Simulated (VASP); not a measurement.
# Ba: surface energy and work function by face, part 2 of 6

Aim: compare the low-index faces of Ba at one level of theory.

VASP 6.6.1; PBEsol; plane waves and PAW (Ba_sv).

So far. Step 3 (The bulk reference, job self-consistent run, k-mesh …): The run ends at a pressure of 0.01 GPa.

### 4. Relaxing the slab, 7 atoms, face Ba(110)

System of this step: Ba(110). The cell holds 7 atoms: 7 Ba. Cell: a = 4.894 Å, b = 4.238 Å, c = 35.763 Å, α = 90.0°, β = 90.0°, γ = 54.7°. It derives from Ba. 7 layers of bcc Ba, cut at this functional's lattice. Vacuum lies along c.

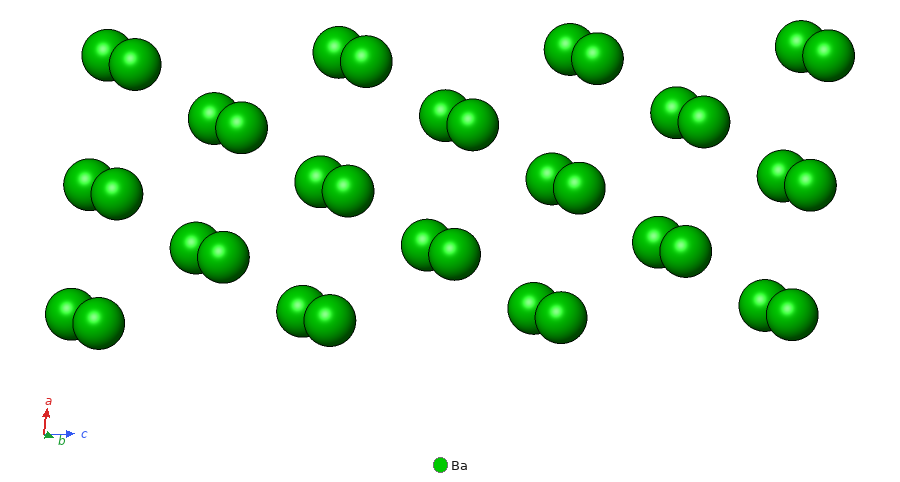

The cell of this step (barium green). 2×1×1 cells are drawn. Some periodic images of atoms are drawn too.

All atoms relax at the fixed cell.

INCAR

```
SYSTEM = Ba
PREC = Normal
ENCUT = 320
EDIFF = 1E-05
NELM = 120
ISMEAR = 1
SIGMA = 0.15
LREAL = .FALSE.
ALGO = Fast
GGA = PS
NBANDS = 43
LORBIT = 11
LWAVE = .FALSE.
LCHARG = .FALSE.
KPAR = 4
IBRION = 2
NSW = 40
ISIF = 2
EDIFFG = -0.03
POTIM = 0.4
MAXMIX = 40
```

POSCAR

```
Ba
1.0
    4.8939373562      0.0000000000      0.0000000000
    2.4469686781      3.4605362913      0.0000000000
    0.0000000000      0.0000000000     35.7632177476
Ba
7
Direct
    0.0000000000      0.0000000000      0.2097126700
    0.5000000000      1.0000000000      0.3064751200
    0.0000000000      0.0000000000      0.4032375600
    0.5000000000      1.0000000000      0.5000000000
    0.0000000000      0.0000000000      0.5967624400
    0.5000000000      1.0000000000      0.6935248800
    0.0000000000      0.0000000000      0.7902873300
```

KPOINTS

```
Automatic mesh
0
Gamma
9 9 1
0 0 0
```

The projector-augmented-wave data sets are Ba_sv (PBE family, release 64).

The run is started by

```bash
> mpirun -np 4 vasp_std
```

Output:

```text
[banner, memory and clock lines left out]
running    4 mpi-ranks, on    1 nodes
 distrk:  each k-point on    1 cores,    4 groups
 distr:  one band on    1 cores,    1 groups

 POSCAR found type information on POSCAR Ba
 POSCAR found :  1 types and       7 ions
 [... a notice as in an earlier step ...]

 LDA part: xc-table for (Slater+PW92), standard interpolation
 POSCAR, INCAR and KPOINTS ok, starting setup
 FFT: planning ... GRIDC
 FFT: planning ... GRID_SOFT
 FFT: planning ... GRID
 WAVECAR not read
 entering main loop
       N       E                     dE             d eps       ncg     rms          rms(c)
DAV:   1     0.554951305146E+03    0.55495E+03   -0.22167E+04  2398   0.883E+02
DAV:   2     0.452262358101E+02   -0.50973E+03   -0.50441E+03  2908   0.239E+02
DAV:   3    -0.117102823859E+02   -0.56937E+02   -0.56152E+02  2980   0.802E+01
DAV:   4    -0.154027337510E+02   -0.36925E+01   -0.36559E+01  3500   0.179E+01
DAV:   5    -0.155274270896E+02   -0.12469E+00   -0.12395E+00  3300   0.305E+00    0.501E+00
RMM:   6    -0.185898552572E+02   -0.30624E+01   -0.15529E+01  2604   0.435E+00    0.613E+00
RMM:   7    -0.144976480128E+02    0.40922E+01   -0.15806E+00  2537   0.264E+00    0.278E+00
RMM:   8    -0.142303077441E+02    0.26734E+00   -0.94024E-01  2603   0.189E+00    0.131E+00
RMM:   9    -0.142059773895E+02    0.24330E-01   -0.90498E-01  2711   0.123E+00    0.423E-01
RMM:  10    -0.142342396794E+02   -0.28262E-01   -0.38968E-01  2759   0.630E-01    0.260E-01
RMM:  11    -0.142434954832E+02   -0.92558E-02   -0.15604E-01  2704   0.454E-01    0.201E-01
RMM:  12    -0.142537670854E+02   -0.10272E-01   -0.88509E-02  2566   0.281E-01    0.983E-02
RMM:  13    -0.142603736416E+02   -0.66066E-02   -0.50258E-02  2468   0.185E-01    0.555E-02
RMM:  14    -0.142634786838E+02   -0.31050E-02   -0.30535E-02  2434   0.139E-01    0.346E-02
WARNING in EDDRMM: call to ZHEGV failed, returncode =   6  3     33
RMM:  15    -0.142654542743E+02   -0.19756E-02   -0.17350E-02  2260   0.874E-02    0.265E-02
RMM:  16    -0.142664226929E+02   -0.96842E-03   -0.10288E-02  2290   0.831E-02    0.162E-02
RMM:  17    -0.142673363728E+02   -0.91368E-03   -0.71804E-03  1994   0.557E-02    0.156E-02
RMM:  18    -0.142680499868E+02   -0.71361E-03   -0.49977E-03  1936   0.386E-02    0.126E-02
RMM:  19    -0.142684613095E+02   -0.41132E-03   -0.32723E-03  1796   0.295E-02    0.122E-02
RMM:  20    -0.142687137402E+02   -0.25243E-03   -0.21098E-03  1620   0.227E-02    0.111E-02
RMM:  21    -0.142688561629E+02   -0.14242E-03   -0.13180E-03  1535   0.184E-02    0.928E-03
RMM:  22    -0.142689370234E+02   -0.80860E-04   -0.86989E-04  1556   0.160E-02    0.622E-03
RMM:  23    -0.142689848914E+02   -0.47868E-04   -0.52875E-04  1361   0.129E-02    0.365E-03
WARNING in EDDRMM: call to ZHEGV failed, returncode =   6  3     38
RMM:  24    -0.142690186599E+02   -0.33769E-04   -0.35203E-04  1357   0.109E-02    0.158E-03
RMM:  25    -0.142690389633E+02   -0.20303E-04   -0.21107E-04  1158   0.868E-03    0.492E-04
WARNING in EDDRMM: call to ZHEGV failed, returncode =   8  4     33
RMM:  26    -0.142690522377E+02   -0.13274E-04   -0.13629E-04   977   0.711E-03    0.497E-04
RMM:  27    -0.142690599665E+02   -0.77288E-05   -0.78605E-05   766   0.583E-03
   1 F= -.14269060E+02 E0= -.14270711E+02  d E =-.142691E+02
 curvature:   0.00 expect dE= 0.000E+00 dE for cont linesearch  0.000E+00
 trial: gam= 0.00000 g(F)=  0.537E-03 g(S)=  0.000E+00 ort = 0.000E+00 (trialstep = 0.100E+01)
 search vector abs. value=  0.537E-03
 bond charge predicted
       N       E                     dE             d eps       ncg     rms          rms(c)
DAV:   1    -0.142691004174E+02   -0.48180E-04   -0.36094E-02  2495   0.661E-01    0.312E-02
RMM:   2    -0.142693532343E+02   -0.25282E-03   -0.11056E-03  2433   0.120E-01    0.366E-02
RMM:   3    -0.142692153929E+02    0.13784E-03   -0.39886E-04  2384   0.604E-02    0.218E-02
RMM:   4    -0.142692465248E+02   -0.31132E-04   -0.12560E-04  2245   0.245E-02    0.243E-02
RMM:   5    -0.142692122223E+02    0.34302E-04   -0.13808E-05  1586   0.122E-02    0.227E-02
RMM:   6    -0.142692012970E+02    0.10925E-04    0.23554E-06  1339   0.839E-03    0.184E-02
RMM:   7    -0.142691912987E+02    0.99983E-05    0.34165E-06  1016   0.515E-03
   2 F= -.14269191E+02 E0= -.14271249E+02  d E =-.131332E-03
[...]
3 F= -.14270411E+02 E0= -.14272497E+02  d E =-.135103E-02
 curvature:  -2.83 expect dE=-0.678E-03 dE for cont linesearch -0.666E-03
 ZBRENT: increasing intervall
 opt :  10.0000  next Energy=   -14.271719 (dE=-0.266E-02)
 bond charge predicted
       N       E                     dE             d eps       ncg     rms          rms(c)
DAV:   1    -0.142699276541E+02    0.48336E-03   -0.13232E+00  2302   0.395E+00    0.184E-01
RMM:   2    -0.142711010551E+02   -0.11734E-02   -0.25785E-02  2304   0.649E-01    0.326E-02
RMM:   3    -0.142714590387E+02   -0.35798E-03   -0.43496E-03  3279   0.216E-01    0.139E-02
RMM:   4    -0.142715842681E+02   -0.12523E-03   -0.12257E-03  3287   0.963E-02    0.691E-03
RMM:   5    -0.142716311064E+02   -0.46838E-04   -0.43834E-04  3014   0.565E-02    0.659E-03
RMM:   6    -0.142716483337E+02   -0.17227E-04   -0.18298E-04  2428   0.326E-02    0.502E-03
RMM:   7    -0.142716583824E+02   -0.10049E-04   -0.10166E-04  1976   0.220E-02    0.372E-03
WARNING in EDDRMM: call to ZHEGV failed, returncode =   6  3     29
RMM:   8    -0.142716644301E+02   -0.60476E-05   -0.41199E-05  1652   0.141E-02
   4 F= -.14271664E+02 E0= -.14273786E+02  d E =-.260446E-02
 curvature:  -5.56 expect dE=-0.254E-03 dE for cont linesearch -0.898E-04
 trial: gam=-0.08849 g(F)=  0.457E-04 g(S)=  0.000E+00 ort = 0.931E-04 (trialstep = 0.280E+01)
 search vector abs. value=  0.334E-04
 reached required accuracy - stopping structural energy minimisation
```

Wall time 2.9 min (4 MPI ranks of Intel Xeon Platinum 8488C (Sapphire Rapids), shared host); peak memory 1.7 GiB; 10 min of CPU time.

Parts of OUTCAR (step 4):

```text
  LATTYP: Found a base centered orthorhombic cell.
 ALAT       =     4.8939373562
 B/A-ratio  =     1.4142135624
 C/A-ratio  =     7.3076574432

 Subroutine GETGRP returns: Found  8 space group operations
 (whereof  8 operations were pure point group operations)

The static configuration has the point symmetry D_2h.

 Found     25 irreducible k-points:

   k-points           NKPTS =     25   k-points in BZ     NKDIM =     25   number of bands    NBANDS=     43

   dimension x,y,z NGX =    24 NGY =   20 NGZ =  160
   dimension x,y,z NGXF=    48 NGYF=   40 NGZF=  320

   ENCUT  =  320.0 eV  23.52 Ry    4.85 a.u.   7.14  6.18 52.16*2*pi/ulx,y,z

   NELECT =      70.0000    total number of electrons

 E-fermi :   0.5000

 k-point     1 :       0.0000    0.0000    0.0000
  band No.  band energies     occupation
    ...
     31      -1.7178      2.00000
     32      -1.3265      2.00000
     33      -0.9260      2.00000
     34      -0.6310      2.00000
     35      -0.4846      2.00000
     36       0.9122     -0.00071
     37       0.9228     -0.00050
     38       1.1741     -0.00000
     39       1.2218     -0.00000
     40       1.3543     -0.00000
    ...

 k-point     2 :       0.1111    0.0000    0.0000
  band No.  band energies     occupation
    ...
     31      -1.5461      2.00000
     32      -1.1606      2.00000
     33      -0.7570      2.00000
     34      -0.4497      2.00000
     35      -0.2955      2.00000
     36       0.9489     -0.00019
     37       0.9536     -0.00016
     38       1.1825     -0.00000
     39       1.2214     -0.00000
     40       1.3247     -0.00000
    ...

  Total       -0.4291824      0.2006185     -0.1804831      0.0000000      0.0000000      0.0000000
  in kB       -1.1353090      0.5306926     -0.4774289      0.0000000      0.0000000      0.0000000
  external PRESSURE =      -0.3606817 kB  Pullay stress =       0.0000000 kB

  energy-cutoff  :      320.00
  volume of cell :      605.67
      direct lattice vectors                 reciprocal lattice vectors
     4.893937356  0.000000000  0.000000000     0.204334450 -0.144486276  0.000000000
     2.446968678  3.460536291  0.000000000     0.000000000  0.288972551  0.000000000
     0.000000000  0.000000000 35.763217748     0.000000000  0.000000000  0.027961690

 POSITION                                       TOTAL-FORCE (eV/Angst)
 -----------------------------------------------------------------------------------
      4.89394      0.00000      7.51980        -0.000000      0.000000      0.019262
      2.44697      0.00000     10.93562        -0.000000      0.000000     -0.005965
      4.89394      0.00000     14.42581         0.000000     -0.000000     -0.013598
      2.44697      0.00000     17.88161        -0.000000      0.000000      0.000000
      7.34091      3.46054     21.33741        -0.000000      0.000000      0.013598
      2.44697      0.00000     24.82759         0.000000      0.000000      0.005965
      4.89394      0.00000     28.24341        -0.000000      0.000000     -0.019262
 -----------------------------------------------------------------------------------
    total drift:                               -0.000000     -0.000000     -0.000000

  FREE ENERGIE OF THE ION-ELECTRON SYSTEM (eV)
  ---------------------------------------------------
  free  energy   TOTEN  =       -14.2716644301 eV

  energy  without entropy=      -14.2780281705  energy(sigma->0) =      -14.27378568

 total charge
# of ion       s       p       d       tot
------------------------------------------
    1        2.075   5.535   0.277   7.887
    2        2.070   5.530   0.307   7.906
    3        2.071   5.533   0.298   7.901
    4        2.071   5.531   0.303   7.905
    5        2.071   5.533   0.298   7.901
    6        2.070   5.530   0.307   7.906
    7        2.075   5.535   0.277   7.887
--------------------------------------------------
tot         14.501  38.725   2.067  55.293

[... 1 part as in an earlier step ...]

[... 7 further parts left out ...]
```

The run keeps the 8 symmetry operations of its start, so it cannot find a distortion of lower symmetry.

Step by step:

```tsv
step	energy less that of the first step (eV)	largest force (eV/Å)
1	0.0000	0.0645
2	-0.0001	0.0611
3	-0.0014	0.0424
4	-0.0026	0.0193
```

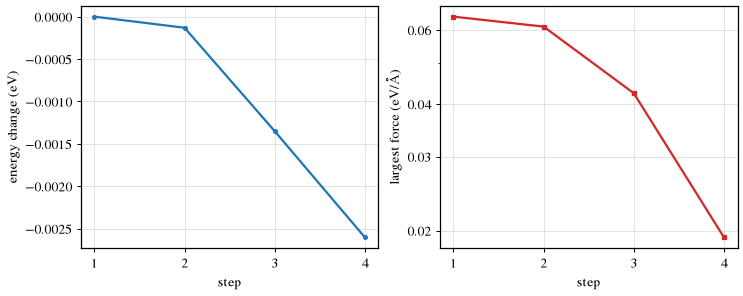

Energy and largest force along the relaxation.

The atoms that moved most (Å):

```tsv
atom	dx	dy	dz	length
Ba2	0.000	0.000	-0.025	0.025
Ba6	0.000	0.000	0.025	0.025
Ba1	0.000	0.000	0.020	0.020
Ba7	0.000	0.000	-0.020	0.020
```

Final coordinates:

```
Ba
1.0
     4.89394    0.00000    0.00000
     2.44697    3.46054    0.00000
     0.00000    0.00000   35.76322
Ba
7
Direct
  0.00000 0.00000 0.21027
  0.50000 0.00000 0.30578
  0.00000 0.00000 0.40337
  0.50000 0.00000 0.50000
  0.00000 0.00000 0.59663
  0.50000 0.00000 0.69422
  0.00000 0.00000 0.78973
```

Numbers from this step:

| Property | Result |
| --- | --- |
| electronic cycles | 51 |
| electrons | 70 |
| free energy (TOTEN) | -14.27 eV |
| energy at zero smearing | -14.27 eV |
| Fermi energy | 0.5 eV |

The run ended after 4 ionic steps, 0.003 eV below its first step, once the forces on the free atoms met EDIFFG = -0.03.

(Part 2 of 6 ends here.)

[Lines on the potential files, build, host, timing and source positions are cut from VASP's logs without a mark.]

[Logs are printed without paths, hosts, clocks, repeated set-up lines and the standing remarks that a program may print on its own settings, such as how far it seeks lower states.]

[Hosts, paths, dates, database ids (printed as entryN), source tags and the programs' standing remarks are cut or masked in the printed files.]

[Runs that stopped without an error message from VASP are left out.]
